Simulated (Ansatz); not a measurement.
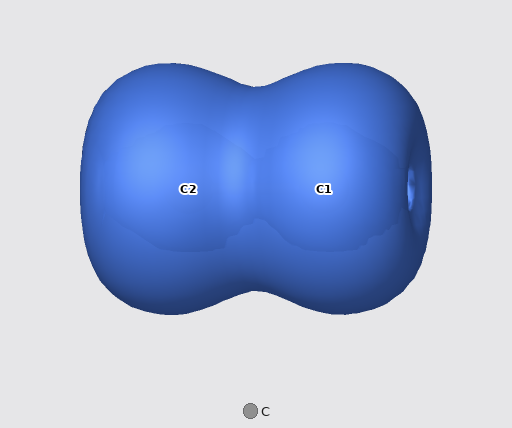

*C₂. Isosurface of the electron localisation function at 0.75 (blue), seen from one side. Only the valence region is drawn (cores and ρ < 0.01 e/Å³ removed).*

Geometry: PBE0-D4/def2-TZVP.

Theory: RKS PBE0-D4/def2-TZVPP (Ansatz 0.2.0).

```xyz
2

C     0.0000    0.0000   -0.0427
C     0.0000    0.0000    1.2035
```

> Where are the electrons localised?

The surface consists of one region between bonded C–C atoms (shared pairs).

Values along the shortest contacts:
C–C (1.25 Å): the ELF peaks at about 0.65 between the atoms.
